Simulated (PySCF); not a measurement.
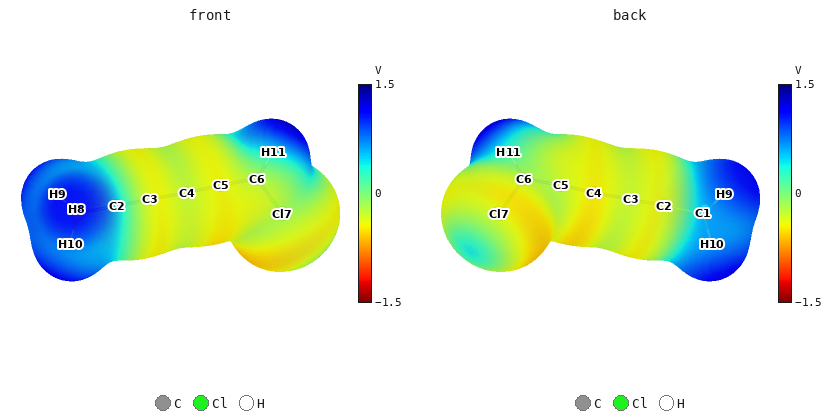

Figure 1: C₆H₄Cl (SMILES CC#CC#C[CH]Cl) (doublet). The electrostatic potential painted on the density surface at 0.002 e/bohr³, seen from the front and from behind; red is negative and blue positive.

Geometry: GFN2-xTB.

Level of theory: PySCF 2.14.0, density-fitted response routines, UKS B3LYP, pcH-1 on C Cl H, non-relativistic, mean-field spin-orbit, GIAO.

```xyz
11

C    -3.0021   -0.0813    0.4253
C    -1.5819   -0.0977    0.1983
C    -0.3805   -0.1102    0.0094
C     0.9405   -0.1158   -0.1883
C     2.1560   -0.1469   -0.4079
C     3.4814   -0.1504   -0.5966
Cl    4.5575    0.5812    0.5315
H    -3.5169    0.3366   -0.4412
H    -3.3692   -1.0952    0.5932
H    -3.2335    0.5267    1.3008
H     3.9541   -0.6043   -1.4503
```

**Where is the surface potential most negative and most positive?**

The most negative region (about −0.6 V) lies over Cl7, the most positive (about +1.3 V) over H11. Cl7 shows a σ-hole: about +0.4 V at the tip opposite its bond, against about −0.5 V on its flanks.
